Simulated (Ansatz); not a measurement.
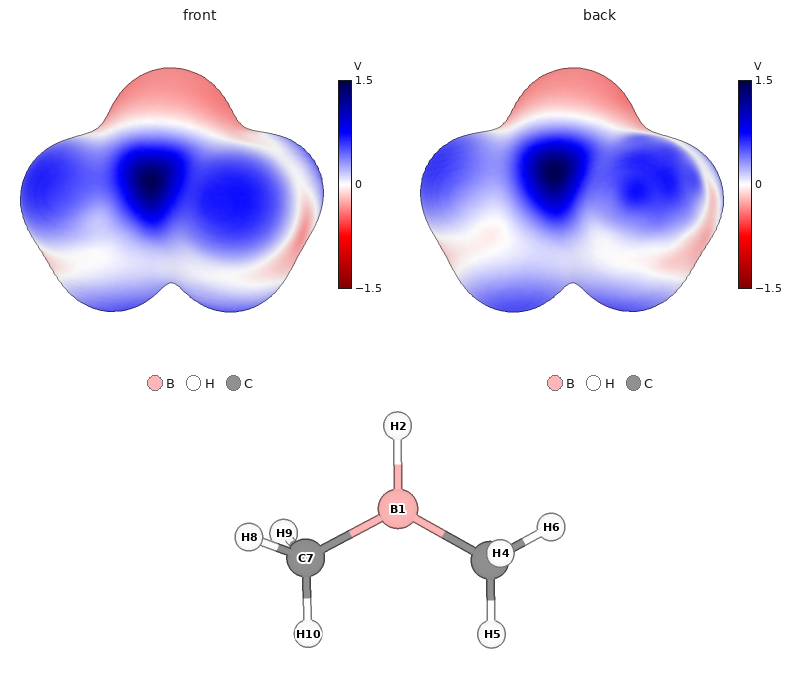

Figure. C₂H₇B. The molecular electrostatic potential painted on the density surface at 0.002 e/bohr³, seen from the front and from behind; red is negative and blue positive. The bare structure is drawn below in the same view.

Computed with RKS B3LYP/def2-mTZVP (Ansatz 0.2.0).

```csv
atom,x (Å),y (Å),z (Å)
B,0.1240,-0.0413,0.3077
H,-0.1067,-0.1883,1.4758
C,1.6217,0.0337,-0.1331
H,2.0587,-0.9694,-0.0111
H,1.7908,0.3359,-1.1687
H,2.2184,0.6726,0.5262
C,-1.0971,0.0261,-0.6660
H,-1.7276,-0.8653,-0.5525
H,-1.7557,0.8574,-0.3807
H,-0.8500,0.1386,-1.7235
```

Describe the electrostatic potential map.

The most negative region (about −0.4 V, or −9 kcal/mol for a unit charge) lies over H2, the most positive (about +1.4 V, or +32 kcal/mol for a unit charge) over B1.
